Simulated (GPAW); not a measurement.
## Conductance along a series: a Li chain with one bond drawn out

How does transport respond as one structural variable is stepped? The junctions: a Li chain with one bond drawn out.

Method: GPAW LCAO, PAW setups; Landauer transmission from Green's functions with principal layers (ASE), zero bias, in GPAW 26.7.0.

## Step 1: Set-up

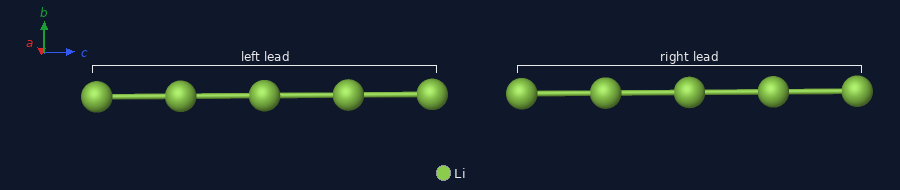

Start, viewed from the side, with the c axis across the page; lithium green.

The cell holds 10 atoms: 10 Li. Cell: a = 9.000 Å, b = 9.000 Å, c = 29.700 Å, α = 90.0°, β = 90.0°, γ = 90.0°. Regions: left lead, 5 atoms (5 Li); right lead, 5 atoms (5 Li). Vacuum lies along a and b. The structure is stacked along c, and the current runs across the ab planes.

## Step 2: Member of the series, stretch 0.2 Å

The structure changes from member to member while basis and functional stay, so that the trend is less open to errors of the level than any single value.

run.py

```python
import json
import numpy as np
from ase import Atoms
from ase.transport.calculators import TransportCalculator
from gpaw import GPAW, FermiDirac
from gpaw.lcao.tools import get_lcao_hamiltonian
from scipy.linalg import eigh

# The junction with lead layers at both ends, along the third cell vector
device = Atoms(
    ['Li', 'Li', 'Li', 'Li', 'Li', 'Li', 'Li', 'Li', 'Li', 'Li'],
    positions=[
        [4.50000, 4.50000, 1.47500],
        [4.50000, 4.50000, 4.42500],
        [4.50000, 4.50000, 7.37500],
        [4.50000, 4.50000, 10.32500],
        [4.50000, 4.50000, 13.27500],
        [4.50000, 4.50000, 16.42500],
        [4.50000, 4.50000, 19.37500],
        [4.50000, 4.50000, 22.32500],
        [4.50000, 4.50000, 25.27500],
        [4.50000, 4.50000, 28.22500]],
    cell=[[9.0, 0.0, 0.0], [0.0, 9.0, 0.0], [0.0, 0.0, 29.7]],
    pbc=True)

# One principal layer of the lead: the first 3 atoms of the device
lead = Atoms(
    ['Li', 'Li', 'Li'],
    positions=[
        [4.50000, 4.50000, 1.47500],
        [4.50000, 4.50000, 4.42500],
        [4.50000, 4.50000, 7.37500]],
    cell=[[9.0, 0.0, 0.0], [0.0, 9.0, 0.0], [0.0, 0.0, 8.85]],
    pbc=True)

settings = dict(mode='lcao', basis='szp(dzp)', xc='PBE', h=0.2,
                occupations=FermiDirac(0.1), maxiter=250,
                mixer=dict(beta=0.1, nmaxold=8, weight=100.0),
                convergence=dict(density=0.0001))
energies = np.arange(-3, 3 + 1e-9, 0.075)
eta = 0.0001
n1, n2 = 1, 1
# k and -k transmit alike, so half of the mesh across the current serves
mesh = [(i, j) for i in range(n1) for j in range(n2) if (i, j) <= (-i % n1, -j % n2)]
weights = np.array([1 if (i, j) == (-i % n1, -j % n2) else 2 for i, j in mesh]) / (n1 * n2)

# [... helper functions left out ...]
fermi_lead = ground_state(lead, (1, 1, 13), 'lead.txt')
fermi_device = ground_state(device, (1, 1, 3), 'device.txt')
# [... loop over the mesh left out, but for ...]
        # Shift the lead onto the potential of the device's first layer
        shift = ((H[:, 0, 0] - H0[:, 0, 0]) / S0[0, 0]).real.mean()
# [...]
kT = 8.617333e-5 * 200
bias = [0.1, 0.2, 0.5, 1.0, 1.5, 2.0]
# [... integrals and printing left out ...]
```

Run with:

```sh
$ OMP_NUM_THREADS=1 OPENBLAS_NUM_THREADS=1 python run.py
```

The log of the run:

```text
basis functions: device 40, principal layer 12
Fermi level: lead -2.8434 eV, device -2.8389 eV; lead shifted by -0.0004 eV
largest coupling past the next layer 1.26e-08 eV, largest misfit of the first layer 0.003 eV
  E-E_F (eV)   T (one spin)  [channel counts left out]
    -3.000    4.9053e-19
    -2.925    4.7117e-19
    -2.850    4.5140e-19
    -2.775    4.3127e-19
    -2.700    4.1083e-19
    -2.625    3.9013e-19
    -2.550    3.6922e-19
    -2.475    3.4818e-19
    -2.400    3.2706e-19
    -2.325    3.0595e-19
    -2.250    2.8492e-19
    -2.175    2.6405e-19
    -2.100    2.4344e-19
    -2.025    2.2316e-19
    -1.950    2.0330e-19
    -1.875    1.8395e-19
[...]
2.475    3.3444e-09
     2.550    1.0350e-09
     2.625    4.2249e-10
     2.700    2.0551e-10
     2.775    1.1313e-10
     2.850    6.8406e-11
     2.925    4.4586e-11
     3.000    3.0944e-11
conductance at 200 K: 0.99442 G0 a cell; thermopower -0.01261 uV/K
current from the zero-bias T(E) at 0.1 V: 7.7046 uA
current from the zero-bias T(E) at 0.2 V: 15.409 uA
current from the zero-bias T(E) at 0.5 V: 38.51 uA
current from the zero-bias T(E) at 1.0 V: 76.926 uA
current from the zero-bias T(E) at 1.5 V: 113.61 uA
current from the zero-bias T(E) at 2.0 V: 133.72 uA
```

Wall time 20 s (1 thread of Arm Neoverse V1, shared host); peak memory 0.87 GiB.

Numbers from this step:

```yaml
conductance: 0.9944 G₀
largest_coupling_past_the_next_principal_layer: 1.26e-8 eV
largest_misfit_of_the_first_principal_layer: 0.002503 eV
shift_that_aligns_the_lead: -3.86e-4 eV
basis_functions_of_the_junction: 40
basis_functions_of_a_principal_layer: 12
transmission_at_the_fermi_level_one_spin: 0.9945
```

One spin. The transmission, zone mean by energy, zero at the Fermi level:

```
energy (eV)  transmission, zone mean
    -3.0000                        0
    -2.7750                        0
    -2.4750                        0
    -2.2500                        0
    -2.0250                        0
    -1.7250                        0
    -1.5000                        0
    -1.2750                        0
    -0.9750                        0
    -0.7500                    0.713
    -0.5250                    0.983
    -0.2250                    0.993
     0.0000                    0.994
     0.2250                    0.994
     0.5250                    0.995
     0.7500                    0.996
     0.9750                    0.996
     1.1250                    0.996
     1.2750                    0.996
     1.5000                    0.996
     1.7250                    0.995
     2.0250                    0.992
     2.2500                    0.962
     2.4750                   3.3e-9
     2.7750                  1.1e-10
     3.0000                  3.1e-11
```

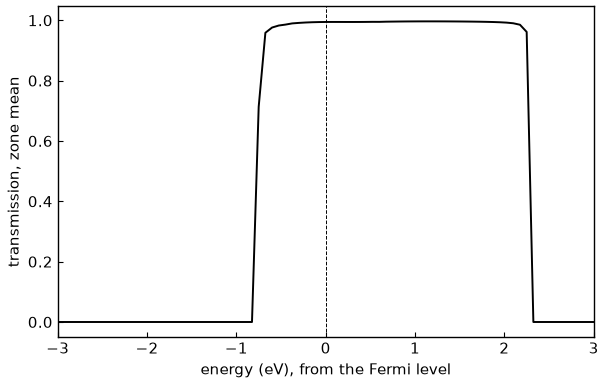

Transmission, zone mean against energy.

Not self-consistent under bias; the bias window is split evenly. Current through one cell, from the zero-bias transmission against bias:

```
bias (V)  current through one cell, from the zero-bias transmission (μA)
   0.100                                                            7.70
   0.200                                                            15.4
   0.500                                                            38.5
   1.000                                                            76.9
   1.500                                                             114
   2.000                                                             134
```

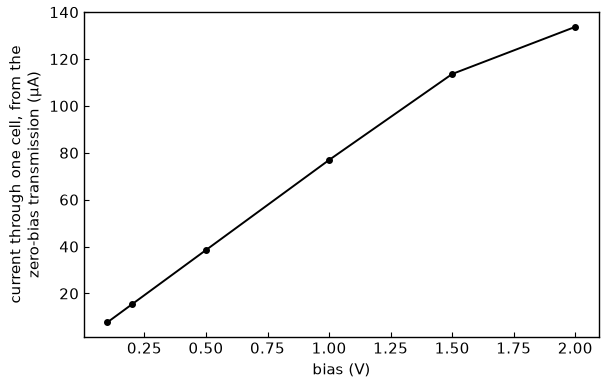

Current through one cell, from the zero-bias transmission, plotted against bias.

The transmission of the three most open eigenchannels by energy, zero at the Fermi level:

```
energy (eV)  channel 1  channel 2 = channel 3
     -0.975          0                      0
     -0.525      0.983                      0
      0.000      0.994                      0
      0.525      0.995                      0
      0.975      0.996                      0
      1.500      0.996                      0
      2.025      0.992                      0
      2.475     3.3e-9                      0
```

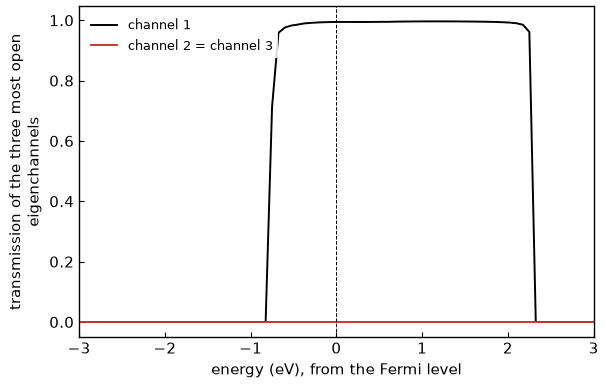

Transmission of the three most open eigenchannels, plotted against energy.

Couplings past the next layer reach 1.3e-8 eV, small enough to drop; the matrix elements of the cell's first layer differ from the bulk lead's by up to 0.0025 eV. That layer keeps its own values in the calculation, and only beyond it is the lead taken as perfect. The Fermi levels of lead and junction count from different zeros of potential, one for each periodic cell; with both set to zero, the small remaining shift is what aligns them. By hand: G = 0.9944 × 77.48 μS = 77.0 μS, a resistance of 13.0 kΩ; at 0.1 V a linear junction would pass 7.70 μA, and the integral over the bias window gives 7.70 μA.

## Step 3: Member of the series: stretch = 0.5

The cell differs from the one that the last finished run ended in (c 29.700 → 30.000 Å).

Changes to run.py since step 2:

```diff
@@ -17,8 +17,8 @@
         [4.50000, 4.50000, 13.27500],
-        [4.50000, 4.50000, 16.42500],
-        [4.50000, 4.50000, 19.37500],
-        [4.50000, 4.50000, 22.32500],
-        [4.50000, 4.50000, 25.27500],
-        [4.50000, 4.50000, 28.22500]],
-    cell=[[9.0, 0.0, 0.0], [0.0, 9.0, 0.0], [0.0, 0.0, 29.7]],
+        [4.50000, 4.50000, 16.72500],
+        [4.50000, 4.50000, 19.67500],
+        [4.50000, 4.50000, 22.62500],
+        [4.50000, 4.50000, 25.57500],
+        [4.50000, 4.50000, 28.52500]],
+    cell=[[9.0, 0.0, 0.0], [0.0, 9.0, 0.0], [0.0, 0.0, 30.0]],
     pbc=True)
```

The log of the run:

```text
basis functions: device 40, principal layer 12
Fermi level: lead -2.8434 eV, device -2.8287 eV; lead shifted by -0.0009 eV
largest coupling past the next layer 1.26e-08 eV, largest misfit of the first layer 0.006 eV
  E-E_F (eV)   T (one spin)  [channel counts left out]
    -3.000    2.8632e-19
    -2.925    2.7360e-19
    -2.850    2.6071e-19
    -2.775    2.4766e-19
    -2.700    2.3449e-19
    -2.625    2.2125e-19
    -2.550    2.0797e-19
    -2.475    1.9470e-19
    -2.400    1.8148e-19
    -2.325    1.6837e-19
    -2.250    1.5541e-19
    -2.175    1.4267e-19
    -2.100    1.3018e-19
    -2.025    1.1801e-19
    -1.950    1.0620e-19
    -1.875    9.4788e-20
[...]
2.475    5.4728e-09
     2.550    1.5936e-09
     2.625    6.3094e-10
     2.700    3.0233e-10
     2.775    1.6554e-10
     2.850    1.0024e-10
     2.925    6.5806e-11
     3.000    4.6232e-11
conductance at 200 K: 0.97267 G0 a cell; thermopower -5.077e-05 uV/K
current from the zero-bias T(E) at 0.1 V: 7.5355 uA
current from the zero-bias T(E) at 0.2 V: 15.067 uA
current from the zero-bias T(E) at 0.5 V: 37.597 uA
current from the zero-bias T(E) at 1.0 V: 74.694 uA
current from the zero-bias T(E) at 1.5 V: 108.36 uA
current from the zero-bias T(E) at 2.0 V: 127.69 uA
```

The job ended after 35 s (1 thread; peak memory 0.86 GiB).

Numbers from this step:

* conductance: 0.9727 G₀
* largest misfit of the first principal layer: 0.006335 eV
* shift that aligns the lead: -8.72e-4 eV
* transmission at the Fermi level (one spin): 0.9729

One spin. The transmission, zone mean by energy, zero at the Fermi level:

```
energy (eV)  transmission, zone mean
     -3.000                        0
     -2.475                        0
     -2.025                        0
     -1.500                        0
     -0.975                        0
     -0.525                    0.919
      0.000                    0.973
      0.525                    0.969
      0.975                    0.975
      1.500                    0.969
      2.025                    0.934
      2.475                   5.5e-9
      3.000                  4.6e-11
```

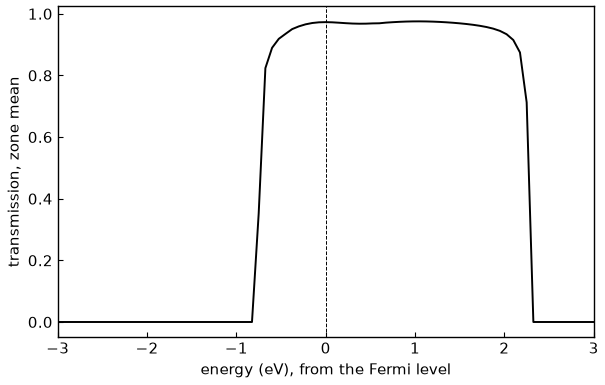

Transmission, zone mean against energy.

Not self-consistent under bias; the bias window is split evenly. The current through one cell, from the zero-bias transmission by bias:

```
bias (V)  current through one cell, from the zero-bias transmission (μA)
   0.100                                                            7.54
   0.200                                                            15.1
   0.500                                                            37.6
   1.000                                                            74.7
   1.500                                                             108
   2.000                                                             128
```

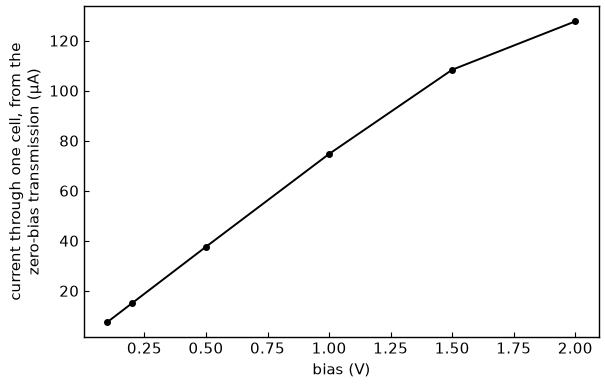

Current through one cell, from the zero-bias transmission, plotted against bias.

The transmission of the three most open eigenchannels by energy, zero at the Fermi level:

```
energy (eV)  channel 1  channel 2 = channel 3
     -0.975          0                      0
     -0.525      0.919                      0
      0.000      0.973                      0
      0.525      0.969                      0
      0.975      0.975                      0
      1.500      0.969                      0
      2.025      0.934                      0
      2.475     5.5e-9                      0
```

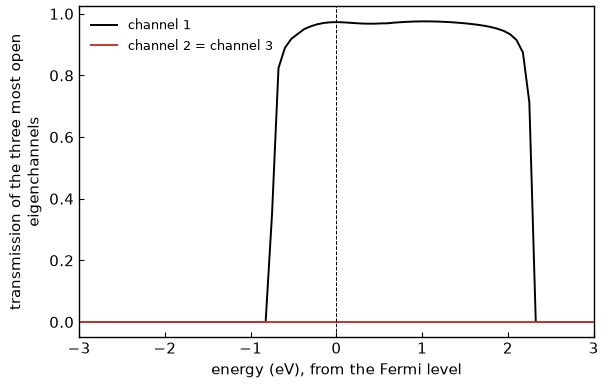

Transmission of the three most open eigenchannels, plotted against energy.

The conductance, 0.973 G₀, lies 2.2 % below that of the member before.

## Step 4: Junction: stretch = 0.8

The cell differs from the one that the last finished run ended in (c 30.000 → 30.300 Å).

Changes to run.py since step 3:

```diff
@@ -17,8 +17,8 @@
         [4.50000, 4.50000, 13.27500],
-        [4.50000, 4.50000, 16.72500],
-        [4.50000, 4.50000, 19.67500],
-        [4.50000, 4.50000, 22.62500],
-        [4.50000, 4.50000, 25.57500],
-        [4.50000, 4.50000, 28.52500]],
-    cell=[[9.0, 0.0, 0.0], [0.0, 9.0, 0.0], [0.0, 0.0, 30.0]],
+        [4.50000, 4.50000, 17.02500],
+        [4.50000, 4.50000, 19.97500],
+        [4.50000, 4.50000, 22.92500],
+        [4.50000, 4.50000, 25.87500],
+        [4.50000, 4.50000, 28.82500]],
+    cell=[[9.0, 0.0, 0.0], [0.0, 9.0, 0.0], [0.0, 0.0, 30.3]],
     pbc=True)
```

The log of the run:

```text
basis functions: device 40, principal layer 12
Fermi level: lead -2.8434 eV, device -2.8155 eV; lead shifted by -0.0015 eV
largest coupling past the next layer 1.26e-08 eV, largest misfit of the first layer 0.011 eV
  E-E_F (eV)   T (one spin)  [channel counts left out]
    -3.000    1.5907e-19
    -2.925    1.5095e-19
    -2.850    1.4278e-19
[...]
2.925    1.0438e-10
     3.000    7.4814e-11
conductance at 200 K: 0.9278 G0 a cell; thermopower 0.06775 uV/K
current from the zero-bias T(E) at 0.1 V: 7.1866 uA
current from the zero-bias T(E) at 0.2 V: 14.362 uA
current from the zero-bias T(E) at 0.5 V: 35.715 uA
current from the zero-bias T(E) at 1.0 V: 70.207 uA
current from the zero-bias T(E) at 1.5 V: 100.22 uA
current from the zero-bias T(E) at 2.0 V: 118.33 uA
```

The job ended after 32 s (1 thread; peak memory 0.88 GiB).

The conductance, 0.928 G₀, lies 4.6 % below that of the member before.

## Step 5: Junction: stretch = 1.2

The cell differs from the one that the last finished run ended in (c 30.300 → 30.700 Å).

Changes to run.py since step 4:

```diff
@@ -17,8 +17,8 @@
         [4.50000, 4.50000, 13.27500],
-        [4.50000, 4.50000, 17.02500],
-        [4.50000, 4.50000, 19.97500],
-        [4.50000, 4.50000, 22.92500],
-        [4.50000, 4.50000, 25.87500],
-        [4.50000, 4.50000, 28.82500]],
-    cell=[[9.0, 0.0, 0.0], [0.0, 9.0, 0.0], [0.0, 0.0, 30.3]],
+        [4.50000, 4.50000, 17.42500],
+        [4.50000, 4.50000, 20.37500],
+        [4.50000, 4.50000, 23.32500],
+        [4.50000, 4.50000, 26.27500],
+        [4.50000, 4.50000, 29.22500]],
+    cell=[[9.0, 0.0, 0.0], [0.0, 9.0, 0.0], [0.0, 0.0, 30.7]],
     pbc=True)
```

The log of the run:

```text
basis functions: device 40, principal layer 12
Fermi level: lead -2.8434 eV, device -2.7957 eV; lead shifted by -0.0022 eV
largest coupling past the next layer 1.26e-08 eV, largest misfit of the first layer 0.016 eV
  E-E_F (eV)   T (one spin)  [channel counts left out]
    -3.000    6.6902e-20
    -2.925    6.2697e-20
    -2.850    5.8517e-20
[...]
2.925    2.1522e-10
     3.000    1.6700e-10
conductance at 200 K: 0.82937 G0 a cell; thermopower 0.3203 uV/K
current from the zero-bias T(E) at 0.1 V: 6.4216 uA
current from the zero-bias T(E) at 0.2 V: 12.819 uA
current from the zero-bias T(E) at 0.5 V: 31.646 uA
current from the zero-bias T(E) at 1.0 V: 60.878 uA
current from the zero-bias T(E) at 1.5 V: 85.01 uA
current from the zero-bias T(E) at 2.0 V: 100.5 uA
```

It took 20 s on 1 thread; peak memory 0.88 GiB.

The conductance, 0.829 G₀, lies 11 % below that of the member before.

## Step 6: Member of the series: stretch = 1.6

The cell differs from the one that the last finished run ended in (c 30.700 → 31.100 Å).

Changes to run.py since step 5:

```diff
@@ -17,8 +17,8 @@
         [4.50000, 4.50000, 13.27500],
-        [4.50000, 4.50000, 17.42500],
-        [4.50000, 4.50000, 20.37500],
-        [4.50000, 4.50000, 23.32500],
-        [4.50000, 4.50000, 26.27500],
-        [4.50000, 4.50000, 29.22500]],
-    cell=[[9.0, 0.0, 0.0], [0.0, 9.0, 0.0], [0.0, 0.0, 30.7]],
+        [4.50000, 4.50000, 17.82500],
+        [4.50000, 4.50000, 20.77500],
+        [4.50000, 4.50000, 23.72500],
+        [4.50000, 4.50000, 26.67500],
+        [4.50000, 4.50000, 29.62500]],
+    cell=[[9.0, 0.0, 0.0], [0.0, 9.0, 0.0], [0.0, 0.0, 31.1]],
     pbc=True)
```

The log of the run:

```text
basis functions: device 40, principal layer 12
Fermi level: lead -2.8434 eV, device -2.7754 eV; lead shifted by -0.0029 eV
largest coupling past the next layer 1.26e-08 eV, largest misfit of the first layer 0.022 eV
  E-E_F (eV)   T (one spin)  [channel counts left out]
    -3.000    2.5173e-20
    -2.925    2.3184e-20
    -2.850    2.1237e-20
[...]
2.925    5.9678e-10
     3.000    6.4987e-10
conductance at 200 K: 0.69012 G0 a cell; thermopower 0.6401 uV/K
current from the zero-bias T(E) at 0.1 V: 5.3402 uA
current from the zero-bias T(E) at 0.2 V: 10.643 uA
current from the zero-bias T(E) at 0.5 V: 25.993 uA
current from the zero-bias T(E) at 1.0 V: 48.605 uA
current from the zero-bias T(E) at 1.5 V: 66.424 uA
current from the zero-bias T(E) at 2.0 V: 78.492 uA
```

Run time: 32 s. Hardware: 1 thread; peak memory 0.89 GiB.

One spin. Transmission, zone mean against energy, zero at the Fermi level:

```
energy (eV)  transmission, zone mean
     -3.000                        0
     -2.475                        0
     -2.025                        0
     -1.500                        0
     -0.975                        0
     -0.525                    0.442
     -0.075                    0.693
      0.000                    0.692
      0.525                    0.605
      0.975                    0.618
      1.500                    0.554
      2.025                    0.385
      2.475                   2.7e-7
      3.000                  6.5e-10
```

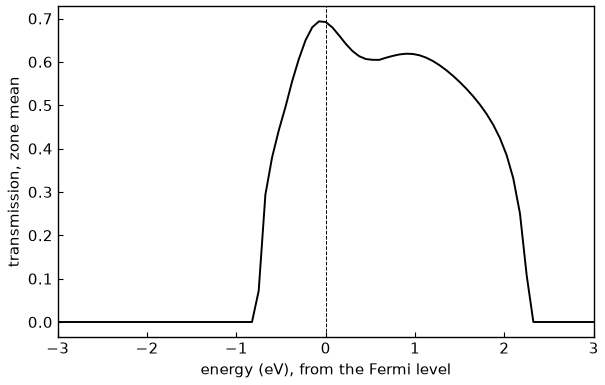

Transmission, zone mean against energy.

The conductance, 0.690 G₀, lies 17 % below that of the member before.

## Step 7: Junction: stretch = 2.0

The cell differs from the one that the last finished run ended in (c 31.100 → 31.500 Å).

Changes to run.py since step 6:

```diff
@@ -17,8 +17,8 @@
         [4.50000, 4.50000, 13.27500],
-        [4.50000, 4.50000, 17.82500],
-        [4.50000, 4.50000, 20.77500],
-        [4.50000, 4.50000, 23.72500],
-        [4.50000, 4.50000, 26.67500],
-        [4.50000, 4.50000, 29.62500]],
-    cell=[[9.0, 0.0, 0.0], [0.0, 9.0, 0.0], [0.0, 0.0, 31.1]],
+        [4.50000, 4.50000, 18.22500],
+        [4.50000, 4.50000, 21.17500],
+        [4.50000, 4.50000, 24.12500],
+        [4.50000, 4.50000, 27.07500],
+        [4.50000, 4.50000, 30.02500]],
+    cell=[[9.0, 0.0, 0.0], [0.0, 9.0, 0.0], [0.0, 0.0, 31.5]],
     pbc=True)
```

The log of the run:

```text
basis functions: device 40, principal layer 12
Fermi level: lead -2.8434 eV, device -2.7566 eV; lead shifted by -0.0035 eV
largest coupling past the next layer 1.26e-08 eV, largest misfit of the first layer 0.026 eV
  E-E_F (eV)   T (one spin)  [channel counts left out]
    -3.000    7.9229e-21
    -2.925    7.1026e-21
    -2.850    6.3158e-21
[...]
2.925    6.8379e-09
     3.000    3.3189e-08
conductance at 200 K: 0.52214 G0 a cell; thermopower 1.064 uV/K
current from the zero-bias T(E) at 0.1 V: 4.0375 uA
current from the zero-bias T(E) at 0.2 V: 8.0315 uA
current from the zero-bias T(E) at 0.5 V: 19.37 uA
current from the zero-bias T(E) at 1.0 V: 35.109 uA
current from the zero-bias T(E) at 1.5 V: 47.002 uA
current from the zero-bias T(E) at 2.0 V: 55.415 uA
```

Run time: 28 s. Hardware: 1 thread; peak memory 0.89 GiB.

The conductance, 0.522 G₀, lies 24 % below that of the member before.

(Continued in part 2 of 2.)

[Logs are printed without paths, hosts, clocks, repeated set-up lines and the standing remarks that a program may print on its own settings, such as how far it seeks lower states.]

[Hosts, paths, dates, database ids (printed as entryN), source tags and the programs' standing remarks are cut or masked in the printed files.]
